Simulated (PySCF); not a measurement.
**GeF (charge +1): density, localisation and related maps**

```
atom   x (Å)   y (Å)    z (Å)
  Ge  0.0000  0.0000  -0.3439
   F  0.0000  0.0000   1.3381
```

The calculation used PBE0/jorge-DZP-DKH, spin-free X2C-1e, Gaussian nucleus, at a bond length of 1.682 Å (PySCF 2.14.0).

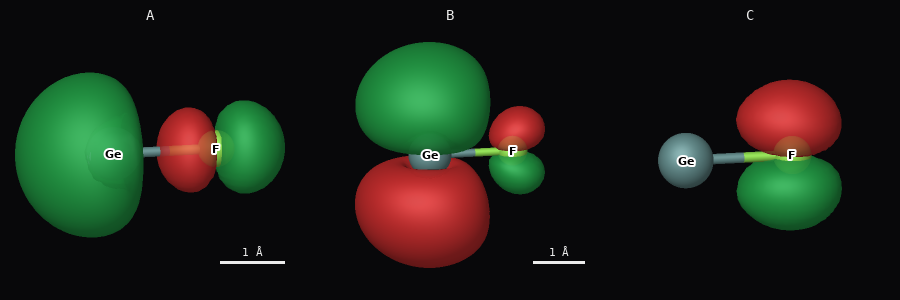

Figure 1. Three frontier orbitals, each drawn at the value that holds 80 % of its norm (green and red are the two phases), in no order; of a degenerate pair one member is drawn.

Question: Name the orbitals and rank them from lowest to highest energy.

Answer: Orbital C: π, occupied, −19.12 eV; mainly on F (90 %).
Orbital A: σ, occupied, −17.89 eV; shared between the atoms (Ge 65 %, F 35 %).
Orbital B: π, empty, −9.91 eV; mainly on Ge (90 %).

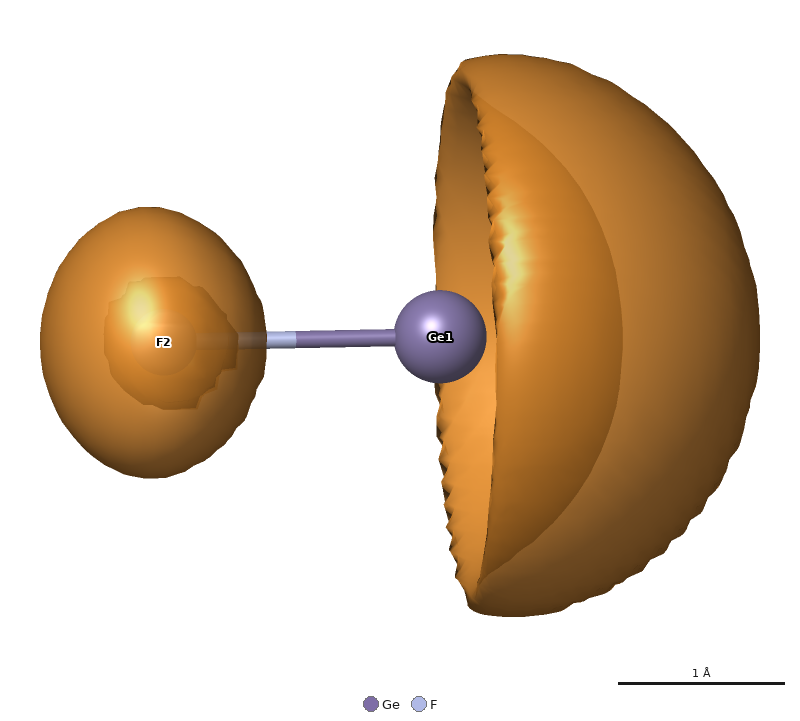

Figure 2. Isosurface of the ELF at 0.75 (orange), seen from one side. Core shells and regions of very low density are left out.

Question: Describe the localisation domains.

Answer: The ELF exceeds this value in one lobe on Ge, pointing away from the bonds (lone pairs) and one region wrapped around F (its valence shell). Along the contacts the grid gives the following. Ge–F (1.68 Å): the ELF peaks at about 0.85 in the valence shell of F, 0.6 Å from its nucleus, and is about 0.25 at the midpoint.

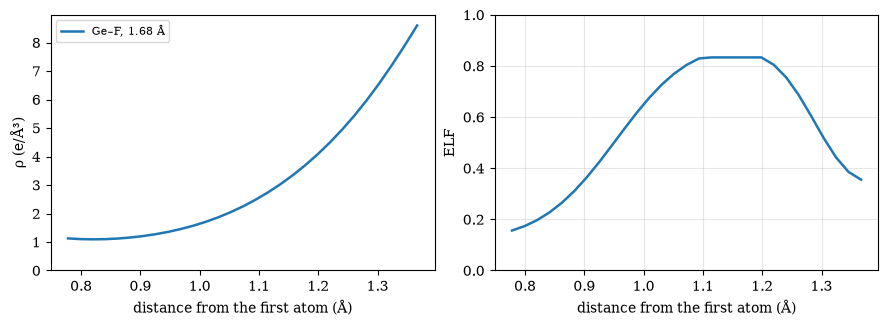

Figure 3. Electron density and electron localisation function along straight lines between neighbouring atoms. The curves leave out the atomic cores.

Question: What can be read from the curves?

Answer: Ge–F (1.68 Å): ρ is about 1.1 e/Å³ halfway; the ELF peaks at about 0.85 in the valence shell of F, 0.6 Å from its nucleus, and is about 0.25 at the midpoint.
